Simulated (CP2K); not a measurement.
# NOF (SMILES O=NF) at HF/3-21G

What is the vertical ionisation energy of NOF at HF/3-21G? 

The results are computed with CP2K 2026.2.

4 further runs of the same task are left out: 2 that didn't finish, 2 set aside as unsound or not needed.

## 1. The structure to begin with

The species is NOF (3 atoms), meant as a singlet with charge 0. SMILES: `O=NF`. Geometry: relaxed at PBE0-D4/def2-TZVP.

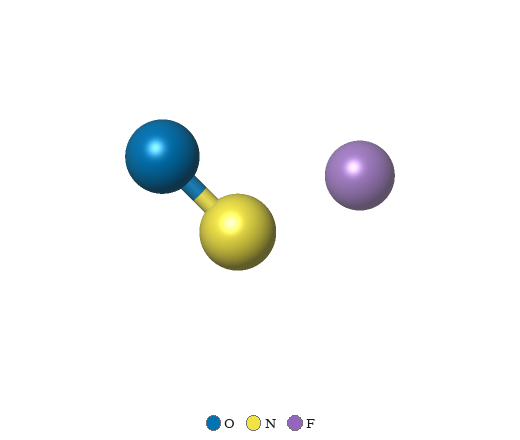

The structure, seen from a chosen angle (oxygen blue, nitrogen yellow, fluorine purple).

## 2. The energy at HF/3-21G

mol.inp reads:

```
&GLOBAL
  PROJECT mol
  RUN_TYPE ENERGY
  PRINT_LEVEL MEDIUM
&END GLOBAL
&FORCE_EVAL
  METHOD Quickstep
  &DFT
    BASIS_SET_FILE_NAME ./3_21g.basis
    POTENTIAL_FILE_NAME POTENTIAL
    CHARGE 0
    MULTIPLICITY 1
    # Quickstep
    &QS
      METHOD GAPW
      EPS_DEFAULT 1.0E-10
    &END QS
    # real-space grids
    &MGRID
      CUTOFF 280
      REL_CUTOFF 50
      NGRIDS 4
    &END MGRID
    &POISSON
      PERIODIC NONE
      POISSON_SOLVER MULTIPOLE
    &END POISSON
    &SCF
      SCF_GUESS ATOMIC
      EPS_SCF 1.0E-07
      MAX_SCF 150
      ADDED_MOS 3
      &DIAGONALIZATION
        ALGORITHM STANDARD
      &END DIAGONALIZATION
      &MIXING
        METHOD DIRECT_P_MIXING
        ALPHA 0.4
      &END MIXING
    &END SCF
    &XC
      &XC_FUNCTIONAL NONE
      &END XC_FUNCTIONAL
      &HF
        FRACTION 1
        &SCREENING
          EPS_SCHWARZ 1.0E-10
          SCREEN_ON_INITIAL_P F
        &END SCREENING
        &INTERACTION_POTENTIAL
          POTENTIAL_TYPE COULOMB
        &END INTERACTION_POTENTIAL
        &MEMORY
          MAX_MEMORY 1050
        &END MEMORY
      &END HF
    &END XC
    # extra output
    &PRINT
      &MOMENTS
        PERIODIC F
        REFERENCE COM
        MAX_MOMENT 1
      &END MOMENTS
      &MO ON
        ENERGIES T
        OCCUPATION_NUMBERS T
        NDIGITS 6
        &EACH
          QS_SCF 0
        &END EACH
        ADD_LAST NUMERIC
      &END MO
      &LOWDIN ON
      &END LOWDIN
      &HIRSHFELD OFF
      &END HIRSHFELD
    &END PRINT
  &END DFT
  &SUBSYS
    &CELL
      ABC [angstrom] 8.9 7.7 8
      PERIODIC NONE
    &END CELL
    &COORD
      O      0.868350     0.242970     0.504740
      N      0.148930    -0.482540     0.029910
      F     -1.017290     0.239580    -0.534650
    &END COORD
    &TOPOLOGY
      &CENTER_COORDINATES
      &END CENTER_COORDINATES
    &END TOPOLOGY
    &KIND O
      BASIS_SET 3-21G
      POTENTIAL ALL
      LEBEDEV_GRID 194
      RADIAL_GRID 100
    &END KIND
    &KIND N
      BASIS_SET 3-21G
      POTENTIAL ALL
      LEBEDEV_GRID 194
      RADIAL_GRID 100
    &END KIND
    &KIND F
      BASIS_SET 3-21G
      POTENTIAL ALL
      LEBEDEV_GRID 194
      RADIAL_GRID 100
    &END KIND
  &END SUBSYS
&END FORCE_EVAL
```

Command:

```sh
$ OMP_NUM_THREADS=1 cp2k.psmp -i mol.inp > mol.out 2>&1
```

The log of the run:

```text
CP2K| version string:                                       CP2K version 2026.2
[...]
 GLOBAL| Method name                                                        CP2K
[...]
 GLOBAL| Run type                                                         ENERGY
[...]
 DFT| Spin restricted Kohn-Sham (RKS) calculation                            RKS
 DFT| Multiplicity                                                             1
[...]
 DFT| Charge                                                                   0
[...]
 QS| Method:                                                                GAPW
[...]
 QS| Density cutoff [a.u.]:                                                140.0
[...]
 QS| Relative density cutoff [a.u.]:                                        25.0
[...]
                             - Atoms:                                          3
[...]
                             - Spherical basis functions:                     27
[...]
 Number of electrons:                                                         24
[...]
     1 P_Mix/Diag. 0.40E+00    0.4     0.39055052      -227.7310781330 -2.28E+02
[...]
    22 DIIS/Diag.  0.14E-06    0.1     0.00000005      -227.3312560159 -2.56E-13
  *** SCF run converged in    22 steps ***
[...]
  Overlap energy of the core charge distribution:               0.00000058888664
  Self energy of the core charge distribution:               -225.27308665585130
  Core Hamiltonian energy:                                    -18.04677458163781
  Hartree energy:                                              37.74992744321028
  Exchange-correlation energy:                                  0.00000000000000
  Hartree-Fock Exchange energy:                               -24.68281308667317
[...]
                     Mulliken Population Analysis
 #  Atom  Element  Kind  Atomic population                           Net charge
       1     O        1          8.272855                             -0.272855
       2     N        2          6.417353                              0.582647
       3     F        3          9.309792                             -0.309792
 # Total charge                             24.000000                  0.000000
[...]
  Dipole moment [Debye]
    X=  0.9489886E+00 Y= -0.6520618E+00 Z=  0.4530999E+00  Total=      1.2373615
 ENERGY| Total FORCE_EVAL ( QS ) energy [hartree]           -227.331256015866614
[...]
```

It took 2.8 s on 1 thread of Arm Neoverse V2, shared host; peak memory 0.33 GiB.

## 3. The doublet cation

calc.inp reads:

```
&GLOBAL
  PROJECT calc
  RUN_TYPE ENERGY
  PRINT_LEVEL MEDIUM
&END GLOBAL
&FORCE_EVAL
  METHOD QUICKSTEP
  &DFT
    BASIS_SET_FILE_NAME ./3_21g.basis
    POTENTIAL_FILE_NAME POTENTIAL
    CHARGE 1
    MULTIPLICITY 2
    UKS T
    &QS
      METHOD GAPW
      EPS_DEFAULT 1.0E-10
    &END QS
    &MGRID
      CUTOFF 280
      REL_CUTOFF 50
      NGRIDS 4
    &END MGRID
    &POISSON
      PERIODIC NONE
      POISSON_SOLVER MULTIPOLE
    &END POISSON
    # SCF settings
    &SCF
      SCF_GUESS ATOMIC
      EPS_SCF 1.0E-06
      MAX_SCF 50
      &OT
        MINIMIZER DIIS
        PRECONDITIONER FULL_SINGLE_INVERSE
      &END OT
      &OUTER_SCF
        EPS_SCF 1.0E-06
        MAX_SCF 10
      &END OUTER_SCF
    &END SCF
    &XC
      &XC_FUNCTIONAL NONE
      &END XC_FUNCTIONAL
      # exact exchange
      &HF
        FRACTION 1
        &SCREENING
          EPS_SCHWARZ 1.0E-10
        &END SCREENING
        &MEMORY
          MAX_MEMORY 1050
        &END MEMORY
      &END HF
    &END XC
    # extra output
    &PRINT
      &MOMENTS
        PERIODIC F
        REFERENCE COM
        MAX_MOMENT 1
      &END MOMENTS
      &MO_CUBES
        NLUMO 5
        NHOMO -1
        WRITE_CUBE F
      &END MO_CUBES
      &LOWDIN ON
      &END LOWDIN
      &HIRSHFELD OFF
      &END HIRSHFELD
    &END PRINT
  &END DFT
  # structure
  &SUBSYS
    &CELL
      ABC 8.9 7.7 8
      PERIODIC NONE
    &END CELL
    &COORD
      UNIT bohr
      O      1.6409437     0.4591468     0.9538204
      N      0.2814369    -0.9118684     0.0565217
      F     -1.9223995     0.4527406    -1.0103421
    &END COORD
    &TOPOLOGY
      &CENTER_COORDINATES
      &END CENTER_COORDINATES
    &END TOPOLOGY
    &KIND O
      BASIS_SET 3-21G
      POTENTIAL ALL
      LEBEDEV_GRID 194
      RADIAL_GRID 100
    &END KIND
    &KIND N
      BASIS_SET 3-21G
      POTENTIAL ALL
      LEBEDEV_GRID 194
      RADIAL_GRID 100
    &END KIND
    &KIND F
      BASIS_SET 3-21G
      POTENTIAL ALL
      LEBEDEV_GRID 194
      RADIAL_GRID 100
    &END KIND
  &END SUBSYS
&END FORCE_EVAL
```

Command:

```sh
$ OMP_NUM_THREADS=1 cp2k.psmp -i calc.inp -o calc.out
```

The log of the run:

```text
CP2K| version string:                                       CP2K version 2026.2
[...]
 GLOBAL| Method name                                                        CP2K
[...]
 GLOBAL| Run type                                                         ENERGY
[...]
 DFT| Spin unrestricted (spin-polarized) Kohn-Sham calculation               UKS
 DFT| Multiplicity                                                             2
[...]
 DFT| Charge                                                                   1
[...]
 QS| Method:                                                                GAPW
[...]
 QS| Density cutoff [a.u.]:                                                140.0
[...]
 QS| Relative density cutoff [a.u.]:                                        25.0
[...]
                             - Atoms:                                          3
[...]
                             - Spherical basis functions:                     27
[...]
 Number of electrons:                                                         12
[...]
     1 OT DIIS     0.80E-01    0.4     0.63131009      -216.5147303466 -2.17E+02
[...]
    26 OT DIIS     0.80E-01    0.2     0.00000094      -226.9031811737 -2.13E-10
  *** SCF run converged in    26 steps ***
[...]
  Overlap energy of the core charge distribution:               0.00000058888637
  Self energy of the core charge distribution:               -225.27308665585130
  Core Hamiltonian energy:                                    -18.84594330773060
  Hartree energy:                                              38.53614683778029
  Exchange-correlation energy:                                  0.00000000000000
  Hartree-Fock Exchange energy:                               -24.25477839659489
[...]
                     Mulliken Population Analysis
 #  Atom  Element  Kind  Atomic population (alpha,beta) Net charge  Spin moment
       1     O        1         4.449783     3.397300     0.152917     1.052482
       2     N        2         2.760481     3.471113     0.768406    -0.710632
       3     F        3         4.789736     4.131587     0.078678     0.658149
 # Total charge and spin       12.000000    11.000000     1.000000     1.000000
[...]
  Dipole moment [Debye]
    X=  0.1377989E+01 Y= -0.4868212E+00 Z=  0.7068698E+00  Total=      1.6234268
[...]
 HOMO - LUMO gap [eV] :   16.885759
 ENERGY| Total FORCE_EVAL ( QS ) energy [hartree]           -226.903181173703786
[...]
```

It took 38 s on 1 thread of Arm Neoverse V2, shared host; peak memory 0.34 GiB.

## 4. Summary of results

Level: HF/3-21G.

```
                                          quantity          value
                         singlet NOF: total energy  -227.33126 Eh
                        singlet NOF: dipole moment         1.24 D
                          singlet NOF: HOMO energy      -13.41 eV
                          singlet NOF: LUMO energy        1.82 eV
                        singlet NOF: HOMO–LUMO gap       15.23 eV
                      doublet cation: total energy  -226.90318 Eh
doublet cation: HOMO energy (highest over α and β)      -26.36 eV
 doublet cation: LUMO energy (lowest over α and β)      -10.05 eV
                              doublet cation: ⟨S²⟩          1.047
vertical ionisation energy (to the doublet cation)      11.649 eV
```

Removing an electron at fixed nuclei costs 11.65 eV (269 kcal/mol). −ε(HOMO) before ionisation, 13.41 eV, is 1.76 eV above this ionisation energy. ⟨S²⟩ (doublet cation) is 1.05 where a pure doublet has 0.75: the reference is spin-contaminated.
